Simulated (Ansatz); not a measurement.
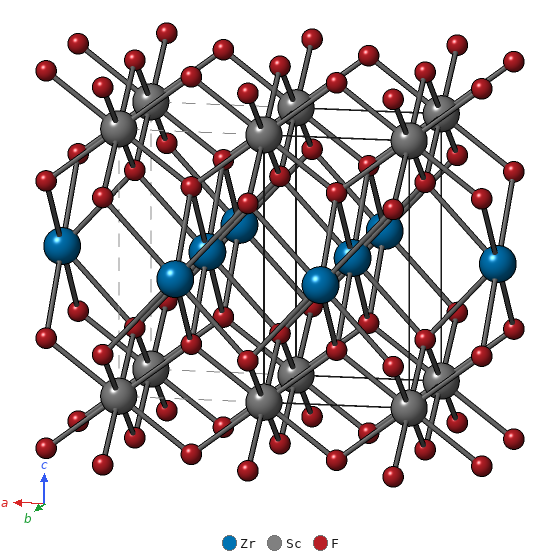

The compound is ZrScF₄ (space group P4/mmm, No. 123), taken as the end point of a relaxation with DFT PBE, scalar-relativistic, plane waves, PAW in Ansatz 0.2.0; the starting structure was generated, so it need not be a known form of this composition.

Bonds are taken as F–Sc below 2.4 Å and F–Zr below 2.9 Å. The graph is simplified in the usual way: terminal and isolated atoms are pruned, two-connected atoms become edges.

**What kind of net remains, and which atoms are its nodes?**

A binodal (4,8)-connected, three-periodic net: F is a 4-connected node; Zr and Sc are 8-connected nodes, in the ratio 2:1.

**Name the underlying net.**

It is the flu net, known from fluorite.

**Is the net interpenetrated?**

It is a single net, without interpenetration.

**How many nodes does the smallest cycle have?**

Four.

The simplified net, drawn on the atoms' positions. Nodes are coloured by element. Edges to nodes outside the piece are drawn as stubs.

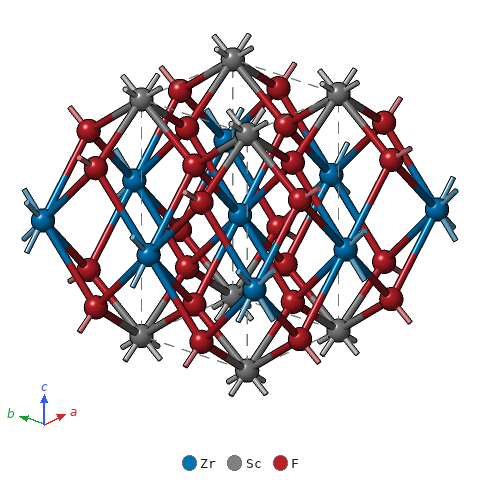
